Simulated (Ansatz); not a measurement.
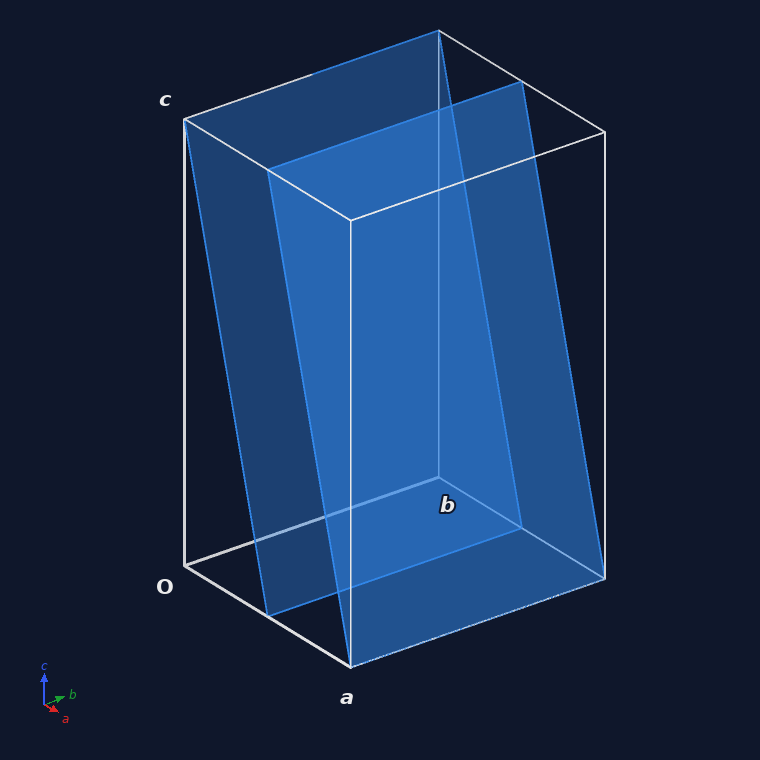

Crystal: Be₂H₃Br, coordinates from a relaxation with Ansatz 0.2.0, DFT PBE, scalar-relativistic, plane waves, PAW; the starting structure was generated, so it need not be a known form of this composition. Every member of one family of equally spaced planes, hx + ky + lz = a whole number, that cuts the unit cell is shaded (one member passes through the origin O, touching the cell only at an edge or corner). All values are computed from the atomic coordinates in the standard setting (tolerance 0.002 Å).

a = 6.135 Å, b = 6.135 Å, c = 6.704 Å, α = 90.00°, β = 90.00°, γ = 120.00°.

What are the Miller indices?

(2 0 1), in four indices (2 0 −2 1); the opposite sign names the same planes. The member next to the origin meets the axes a at 1/2, b never, c at 1.

What is the spacing?

d = 2.470 Å.

The space group is R-3m, No. 166, hexagonal axes. How many reflections hkl are equivalent to this one (itself included), and does it occur?

6 reflections are equivalent in the Laue class -3m. The reflection is systematically absent, by the centring.
